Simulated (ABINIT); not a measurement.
# AlBTe3 (Pm-3m): zone-centre phonons

Which modes does AlBTe3 (Pm-3m) have at the zone centre?

Program: ABINIT 10.8.3. Level of theory: DFT LDA, scalar-relativistic, plane waves, PseudoDojo norm-conserving pseudopotentials. Results are calculated unless marked as measured.

The structure was built from a prototype and need not be the compound's stable phase.

## 1. The starting structure

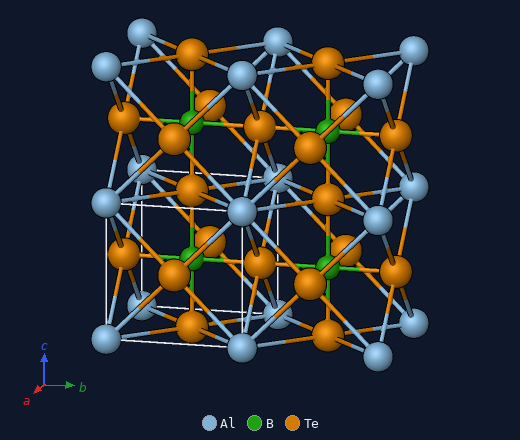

The cell as given, slightly off an axis (aluminium light blue, boron green, tellurium orange). 1×2×2 cells are drawn. Some periodic images of atoms are drawn too.

As a file:

```cif
data_structure
_symmetry_space_group_name_H-M 'Pm-3m'
_symmetry_Int_Tables_number 221
_cell_length_a 4.8112
_cell_length_b 4.8112
_cell_length_c 4.8112
_cell_angle_alpha 90.000
_cell_angle_beta 90.000
_cell_angle_gamma 90.000
_cell_volume 111.37
loop_
_atom_site_label
_atom_site_type_symbol
_atom_site_symmetry_multiplicity
_atom_site_Wyckoff_symbol
_atom_site_fract_x
_atom_site_fract_y
_atom_site_fract_z
_atom_site_occupancy
Al1 Al 1 a 0.00000 0.00000 0.00000 1
B1 B 1 b 0.50000 0.50000 0.50000 1
Te1 Te 3 c 0.50000 0.50000 0.00000 1
```

## 2. A probe with smearing

A first run with smearing and empty bands tells whether the crystal has a gap, which decides between fixed occupations and smearing later on.

File probe.abi:

```
# ground state
tolvrs 1.0d-08
prtden 1
prtwf 1

# basis, mesh and filling
ecut 34.0
ngkpt 4 4 4
nshiftk 1
shiftk 0.0 0.0 0.0
istwfk *1
occopt 7
tsmear 0.005
nband 37
nstep 100
diemac 9.0
prtebands 0
prtgsr 0
useylm 1

# cell and atoms
acell 9.091850331 9.091850331 9.091850331
rprim 
    1.0 0.0 0.0
    0.0 1.0 0.0
    0.0 0.0 1.0
ntypat 3
znucl 13 5 52
natom 5
typat 1 2 3 3 3
xred 
    0.0 0.0 0.0
    0.5 0.5 0.5
    0.5 0.5 0.0
    0.5 0.0 0.5
    0.0 0.5 0.5
pp_dirpath "./pseudo"
pseudos "Al.upf, B.upf, Te.upf"
```

Started as:

```
> OMP_NUM_THREADS=1 mpirun -n 4 abinit probe.abi > probe.log
```

Numbers of over 12 decimals in the logs are rounded to 6 here.

probe.abo, the main output file:

```text
[banners, grids, parts of the stress and lines that vanish by symmetry left out]
- input  file    -> probe.abi
- output file    -> probe.abo
- root for input  files -> probei
[...]
Symmetries : space group Pm -3 m (#221); Bravais cP (primitive cubic)
[...]
mpw =        7160          nfft =      110592          nkpt =          10
[...]
== DATASET  1 ==================================================================
[...]
cutoff_energies: {ecut:  34.0, pawecutdg:  -1.0, }
[...]
ETOT  1  -318.89550620246    -3.189E+02 3.096E-01 2.367E+02
 ETOT  2  -319.06753657897    -1.720E-01 2.240E-03 1.715E+02
 ETOT  3  -319.09369494031    -2.616E-02 2.025E-03 1.019E+00
 ETOT  4  -319.09383641904    -1.415E-04 1.449E-03 5.006E-02
 ETOT  5  -319.09384694332    -1.052E-05 1.779E-03 1.316E-03
 ETOT  6  -319.09384712061    -1.773E-07 9.431E-04 5.786E-05
 ETOT  7  -319.09384713166    -1.105E-08 4.806E-04 1.527E-06
 ETOT  8  -319.09384713186    -1.965E-10 6.009E-04 1.862E-08
 ETOT  9  -319.09384713186    -4.093E-12 2.294E-04 1.573E-10
 At SCF step    9       vres2   =  1.57E-10 < tolvrs=  1.00E-08 =>converged.
[...]
sigma(1 1)= -7.47757944E-06  sigma(3 2)=  0.00000000E+00
  sigma(2 2)= -7.47757944E-06  sigma(3 1)=  0.00000000E+00
  sigma(3 3)= -7.47757944E-06  sigma(2 1)=  0.00000000E+00
[...]
convergence: {deltae: -4.093E-12, res2:  1.573E-10, residm:  2.294E-04, diffor: null, }
etotal    :  -3.19093847E+02
[...]
sigma(1 1)= -7.47757944E-06  sigma(3 2)=  0.00000000E+00
  sigma(2 2)= -7.47757944E-06  sigma(3 1)=  0.00000000E+00
  sigma(3 3)= -7.47757944E-06  sigma(2 1)=  0.00000000E+00
[...]
- sigma(1 1)= -2.19997983E-01  sigma(3 2)=  0.00000000E+00
- sigma(2 2)= -2.19997983E-01  sigma(3 1)=  0.00000000E+00
- sigma(3 3)= -2.19997983E-01  sigma(2 1)=  0.00000000E+00
[...]
fcart     -0.0000000000E+00 -0.0000000000E+00 -0.0000000000E+00
           strten     -7.4775794405E-06 -7.4775794405E-06 -7.4775794405E-06
================================================================================

[key lines of the parts left out:]
pressure_GPa:   2.2000E-01
```

Wall time 29 s (4 MPI ranks of Arm Neoverse V1, shared host).

Numbers from this step:

- volume per atom: 22.27 Å³
- pressure: 0.2200 GPa
- gap on the k-mesh: 0 eV

No gap opens on this mesh, so smearing is kept; the printed pressure holds the stress of the finite basis too.

## 3. Rough relaxation

The typed start is rough, so a first relaxation with smearing and loose thresholds takes it towards rest cheaply.

File prerelax.abi:

```
# relaxation
ionmov 2
optcell 2
dilatmx 1.15
chkdilatmx 0
ntime 40
tolmxf 3.0d-04
tolvrs 1.0d-10
prtwf 0
prtden 0
chksymtnons 0

# basis, mesh and filling
ecut 34.0
ecutsm 3.0
ngkpt 4 4 4
nshiftk 1
shiftk 0.0 0.0 0.0
istwfk *1
occopt 7
tsmear 0.005
nband 37
nstep 100
diemac 1000000.0
prtebands 0
prtgsr 0
useylm 1

# cell and atoms
acell 9.091850331 9.091850331 9.091850331
rprim 
    1.0 0.0 0.0
    0.0 1.0 0.0
    0.0 0.0 1.0
ntypat 3
znucl 13 5 52
natom 5
typat 1 2 3 3 3
xred 
    0.0 0.0 0.0
    0.5 0.5 0.5
    0.5 0.5 0.0
    0.5 0.0 0.5
    0.0 0.5 0.5
pp_dirpath "./pseudo"
pseudos "Al.upf, B.upf, Te.upf"
```

Started as:

```
> OMP_NUM_THREADS=1 mpirun -n 4 abinit prerelax.abi > prerelax.log
```

prerelax.abo, the main output file:

```text
[banners, grids, parts of the stress and lines that vanish by symmetry left out]
- input  file    -> prerelax.abi
- output file    -> prerelax.abo
- root for input  files -> prerelaxi
[...]
Symmetries : space group Pm -3 m (#221); Bravais cP (primitive cubic)
[...]
mpw =       10852          nfft =      216000          nkpt =          10
[...]
== DATASET  1 ==================================================================
[...]
cutoff_energies: {ecut:  34.0, pawecutdg:  -1.0, }
[...]
ETOT  1  -318.86188068024    -3.189E+02 4.711E-01 3.929E+02
 ETOT  2  -319.07975832927    -2.179E-01 1.349E-02 1.375E+02
 ETOT  3  -319.09194808502    -1.219E-02 1.910E-03 1.925E-01
 ETOT  4  -319.09197629287    -2.821E-05 1.007E-03 3.418E-02
 ETOT  5  -319.09198131048    -5.018E-06 7.640E-04 8.451E-04
[...]
At SCF step   10       vres2   =  6.26E-13 < tolvrs=  1.00E-10 =>converged.
[...]
ETOT  9  -319.09210314624     9.322E-12 6.248E-05 3.705E-12
 At SCF step    9       vres2   =  3.71E-12 < tolvrs=  1.00E-10 =>converged.
[...]
sigma(1 1)= -3.37805461E-07  sigma(3 2)=  0.00000000E+00
  sigma(2 2)= -3.37805461E-07  sigma(3 1)=  0.00000000E+00
  sigma(3 3)= -3.37805461E-07  sigma(2 1)=  0.00000000E+00
[...]
convergence: {deltae:  9.322E-12, res2:  3.705E-12, residm:  6.248E-05, diffor: null, }
etotal    :  -3.19092103E+02
[...]
At Broyd/MD step   3, gradients are converged :
[...]
sigma(1 1)= -3.37805461E-07  sigma(3 2)=  0.00000000E+00
  sigma(2 2)= -3.37805461E-07  sigma(3 1)=  0.00000000E+00
  sigma(3 3)= -3.37805461E-07  sigma(2 1)=  0.00000000E+00
[...]
- sigma(1 1)= -9.93857979E-03  sigma(3 2)=  0.00000000E+00
- sigma(2 2)= -9.93857979E-03  sigma(3 1)=  0.00000000E+00
- sigma(3 3)= -9.93857979E-03  sigma(2 1)=  0.00000000E+00
[...]
fcart     -0.0000000000E+00 -0.0000000000E+00 -0.0000000000E+00
           strten     -3.3780546086E-07 -3.3780546087E-07 -3.3780546091E-07
================================================================================

[key lines of the parts left out:]
pressure_GPa:   9.9386E-03
Total energy (etotal) [Ha]= -3.19092103146243E+02
```

Elapsed: 2.4 min, on 4 MPI ranks; 9.7 min of CPU time.

Step by step:

```
step  energy less that of the first step (eV)  largest force (eV/Å)  volume (Å³)
   1                                   0.0000                0.0000       111.37
   2                                  -0.0012                0.0000       111.63
   3                                  -0.0033                0.0000       112.73
```

```
conventional cell, symmetrised  before  after  change
                         a (Å)   4.811  4.831  +0.4 %
                         b (Å)   4.811  4.831  +0.4 %
                         c (Å)   4.811  4.831  +0.4 %
              volume (Å³/atom)   22.27  22.55  +1.2 %
```

Final coordinates:

```xyz
5
Lattice="4.8307 0.0000 0.0000 0.0000 4.8307 0.0000 0.0000 0.0000 4.8307" Properties=species:S:1:pos:R:3 pbc="T T T"
Al    0.0000    0.0000    0.0000
B     2.4154    2.4154    2.4154
Te    2.4154    2.4154    0.0000
Te    2.4154    0.0000    2.4154
Te    0.0000    2.4154    2.4154
```

Read from the output:

* volume per atom: 22.55 Å³
* pressure: 0.009939 GPa

The volume changes by +1.2 % in this run and stands +1.2 % from the first cell.

## 4. Relaxing the cell and atoms

The harmonic expansion needs vanishing forces, and a free crystal bears no stress, so cell and atoms are brought to rest. Stress is more sensitive to the basis than forces are: the last 3 Ha under the cutoff are smoothed with ecutsm, and the cutoff is raised above that of the later runs.

File relax.abi:

```
# relaxation
ionmov 2
optcell 2
dilatmx 1.08
ntime 40
tolmxf 1.0d-05
tolvrs 1.0d-14
prtwf 0
prtden 0
chksymtnons 0

# basis, mesh and filling
ecut 42.0
ecutsm 3.0
ngkpt 6 6 6
nshiftk 1
shiftk 0.0 0.0 0.0
istwfk *1
occopt 7
tsmear 0.01
nband 37
nstep 100
diemac 1000000.0
prtebands 0
prtgsr 0
useylm 1

# cell and atoms
acell 9.128701647 9.128701647 9.128701647
rprim 
    1.0 0.0 0.0
    0.0 1.0 0.0
    0.0 0.0 1.0
ntypat 3
znucl 13 5 52
natom 5
typat 1 2 3 3 3
xred 
    0.0 0.0 0.0
    0.5 0.5 0.5
    0.5 0.5 0.0
    0.5 0.0 0.5
    0.0 0.5 0.5
pp_dirpath "./pseudo"
pseudos "Al.upf, B.upf, Te.upf"
```

Started as:

```
> OMP_NUM_THREADS=1 mpirun -n 4 abinit relax.abi > relax.log
```

relax.abo, the main output file:

```text
[banners, grids, parts of the stress and lines that vanish by symmetry left out]
- input  file    -> relax.abi
- output file    -> relax.abo
- root for input  files -> relaxi
[...]
Symmetries : space group Pm -3 m (#221); Bravais cP (primitive cubic)
[...]
mpw =       12568          nfft =      216000          nkpt =          20
[...]
== DATASET  1 ==================================================================
[...]
cutoff_energies: {ecut:  42.0, pawecutdg:  -1.0, }
[...]
ETOT  1  -318.81935303908    -3.188E+02 6.854E-01 6.076E+02
 ETOT  2  -319.08189394126    -2.625E-01 1.960E-02 2.454E+02
 ETOT  3  -319.10498160532    -2.309E-02 1.276E-02 7.837E-01
 ETOT  4  -319.10510774068    -1.261E-04 4.245E-03 3.319E-02
 ETOT  5  -319.10511209767    -4.357E-06 1.727E-03 7.240E-04
[...]
At SCF step   12       vres2   =  1.07E-15 < tolvrs=  1.00E-14 =>converged.
[...]
sigma(1 1)=  2.81418979E-05  sigma(3 2)=  0.00000000E+00
  sigma(2 2)=  2.81418979E-05  sigma(3 1)=  0.00000000E+00
  sigma(3 3)=  2.81418979E-05  sigma(2 1)=  0.00000000E+00
[...]
convergence: {deltae:  6.935E-12, res2:  1.065E-15, residm:  1.834E-04, diffor: null, }
etotal    :  -3.19105112E+02
[...]
ETOT  1  -319.10429973091    -3.191E+02 8.415E-03 1.413E+01
[...]
At SCF step   11       vres2   =  8.03E-17 < tolvrs=  1.00E-14 =>converged.
[...]
sigma(1 1)=  2.30172401E-05  sigma(3 2)=  0.00000000E+00
  sigma(2 2)=  2.30172401E-05  sigma(3 1)=  0.00000000E+00
  sigma(3 3)=  2.30172401E-05  sigma(2 1)=  0.00000000E+00
[...]
convergence: {deltae:  1.268E-11, res2:  8.032E-17, residm:  3.088E-05, diffor: null, }
etotal    :  -3.19105161E+02
[...]
ETOT  1  -319.08828102196    -3.191E+02 2.977E-01 2.797E+02
[...]
At SCF step   11       vres2   =  1.08E-15 < tolvrs=  1.00E-14 =>converged.
[...]
sigma(1 1)= -4.53818020E-07  sigma(3 2)=  0.00000000E+00
  sigma(2 2)= -4.53818020E-07  sigma(3 1)=  0.00000000E+00
  sigma(3 3)= -4.53818020E-07  sigma(2 1)=  0.00000000E+00
[...]
convergence: {deltae: -1.467E-11, res2:  1.080E-15, residm:  3.330E-06, diffor: null, }
etotal    :  -3.19105258E+02
[...]
ETOT  1  -319.10525203792    -3.191E+02 2.668E-06 1.030E-01
[...]
ETOT  9  -319.10525827767     1.592E-11 1.251E-06 1.364E-14
 ETOT 10  -319.10525827765     1.205E-11 6.909E-07 1.048E-16
 At SCF step   10       vres2   =  1.05E-16 < tolvrs=  1.00E-14 =>converged.
[...]
sigma(1 1)=  7.00121682E-09  sigma(3 2)=  0.00000000E+00
  sigma(2 2)=  7.00121681E-09  sigma(3 1)=  0.00000000E+00
  sigma(3 3)=  7.00121686E-09  sigma(2 1)=  0.00000000E+00
[...]
convergence: {deltae:  1.205E-11, res2:  1.048E-16, residm:  6.909E-07, diffor: null, }
etotal    :  -3.19105258E+02
[...]
At Broyd/MD step   4, gradients are converged :
[...]
sigma(1 1)=  7.00121682E-09  sigma(3 2)=  0.00000000E+00
  sigma(2 2)=  7.00121681E-09  sigma(3 1)=  0.00000000E+00
  sigma(3 3)=  7.00121686E-09  sigma(2 1)=  0.00000000E+00
[...]
- sigma(1 1)=  2.05982910E-04  sigma(3 2)=  0.00000000E+00
- sigma(2 2)=  2.05982910E-04  sigma(3 1)=  0.00000000E+00
- sigma(3 3)=  2.05982912E-04  sigma(2 1)=  0.00000000E+00
[...]
fcart     -0.0000000000E+00 -0.0000000000E+00 -0.0000000000E+00
           strten      7.0012168181E-09  7.0012168112E-09  7.0012168615E-09
================================================================================

[key lines of the parts left out:]
pressure_GPa:  -2.0598E-04
Total energy (etotal) [Ha]= -3.19105258277653E+02
```

It took 7.3 min on 4 MPI ranks; 29 min of CPU time.

The steps of the relaxation:

```
step  energy less that of the first step (eV)  largest force (eV/Å)  volume (Å³)
   1                                   0.0000                0.0000       112.73
   2                                  -0.0013                0.0000       112.44
   3                                  -0.0040                0.0000       111.18
   4                                  -0.0040                0.0000       111.21
```

```
conventional cell, symmetrised  before  after  change
                         a (Å)   4.831  4.809  -0.5 %
                         b (Å)   4.831  4.809  -0.5 %
                         c (Å)   4.831  4.809  -0.5 %
              volume (Å³/atom)   22.55  22.24  -1.3 %
```

Numbers from this step:

```yaml
volume_per_atom: 22.24 Å³
pressure: -2.06e-4 GPa
```

The volume changes by -1.3 % in this run and stands -0.1 % from the first cell.

## 5. Self-consistent run for the response

First-order wavefunctions inherit every error of the ground state, hence the very tight tolvrs. Smearing stays on, as the first look found no gap above 0.3 eV.

File gs.abi:

```
# ground state
tolvrs 1.0d-16
prtden 1
prtwf 1

# basis, mesh and filling
ecut 34.0
ngkpt 6 6 6
nshiftk 1
shiftk 0.0 0.0 0.0
istwfk *1
occopt 7
tsmear 0.01
nband 37
nstep 100
diemac 1000000.0
prtebands 0
prtgsr 0
useylm 1

# cell and atoms
acell 9.087507568 9.087507568 9.087507568
rprim 
    1.0 0.0 0.0
    0.0 1.0 0.0
    0.0 0.0 1.0
ntypat 3
znucl 13 5 52
natom 5
typat 1 2 3 3 3
xred 
    0.0 0.0 0.0
    0.5 0.5 0.5
    0.5 0.5 0.0
    0.5 0.0 0.5
    0.0 0.5 0.5
pp_dirpath "./pseudo"
pseudos "Al.upf, B.upf, Te.upf"
```

Started as:

```
> OMP_NUM_THREADS=1 mpirun -n 4 abinit gs.abi > gs.log
```

gs.abo, the main output file:

```text
[banners, grids, parts of the stress and lines that vanish by symmetry left out]
- input  file    -> gs.abi
- output file    -> gs.abo
- root for input  files -> gsi
[...]
Symmetries : space group Pm -3 m (#221); Bravais cP (primitive cubic)
[...]
mpw =        7123          nfft =      110592          nkpt =          20
[...]
== DATASET  1 ==================================================================
[...]
cutoff_energies: {ecut:  34.0, pawecutdg:  -1.0, }
[...]
ETOT  1  -318.88732782534    -3.189E+02 7.437E-01 2.991E+02
 ETOT  2  -319.08418959389    -1.969E-01 1.007E-02 1.095E+02
 ETOT  3  -319.10442168483    -2.023E-02 4.742E-03 5.933E-01
 ETOT  4  -319.10457407734    -1.524E-04 2.525E-03 1.371E-02
 ETOT  5  -319.10457768941    -3.612E-06 1.146E-03 4.506E-04
[...]
ETOT 11  -319.10457778127     1.285E-11 1.368E-04 5.125E-15
 ETOT 12  -319.10457778129    -1.876E-11 1.820E-04 4.679E-17
 At SCF step   12       vres2   =  4.68E-17 < tolvrs=  1.00E-16 =>converged.
[...]
sigma(1 1)=  1.93176210E-05  sigma(3 2)=  0.00000000E+00
  sigma(2 2)=  1.93176210E-05  sigma(3 1)=  0.00000000E+00
  sigma(3 3)=  1.93176210E-05  sigma(2 1)=  0.00000000E+00
[...]
convergence: {deltae: -1.876E-11, res2:  4.679E-17, residm:  1.820E-04, diffor: null, }
etotal    :  -3.19104578E+02
[...]
sigma(1 1)=  1.93176210E-05  sigma(3 2)=  0.00000000E+00
  sigma(2 2)=  1.93176210E-05  sigma(3 1)=  0.00000000E+00
  sigma(3 3)=  1.93176210E-05  sigma(2 1)=  0.00000000E+00
[...]
- sigma(1 1)=  5.68344033E-01  sigma(3 2)=  0.00000000E+00
- sigma(2 2)=  5.68344033E-01  sigma(3 1)=  0.00000000E+00
- sigma(3 3)=  5.68344033E-01  sigma(2 1)=  0.00000000E+00
[...]
fcart     -0.0000000000E+00 -0.0000000000E+00 -0.0000000000E+00
           strten      1.9317621031E-05  1.9317621031E-05  1.9317621031E-05
================================================================================

[key lines of the parts left out:]
pressure_GPa:  -5.6834E-01
```

It took 63 s on 4 MPI ranks; 4.2 min of CPU time.

This step gave:

```yaml
pressure: -0.5683 GPa
```

The cell stands at -0.57 GPa: the relaxation ran with a smoothed and higher cutoff, and the difference is a stress of the finite basis.

[end of part 1 of 4]

[Host names and launcher messages were left out of these logs when they were recorded.]

[Logs are printed without paths, hosts, clocks, repeated set-up lines and the standing remarks that a program may print on its own settings, such as how far it seeks lower states.]

[Hosts, paths, dates, database ids (printed as entryN), source tags and the programs' standing remarks are cut or masked in the printed files.]
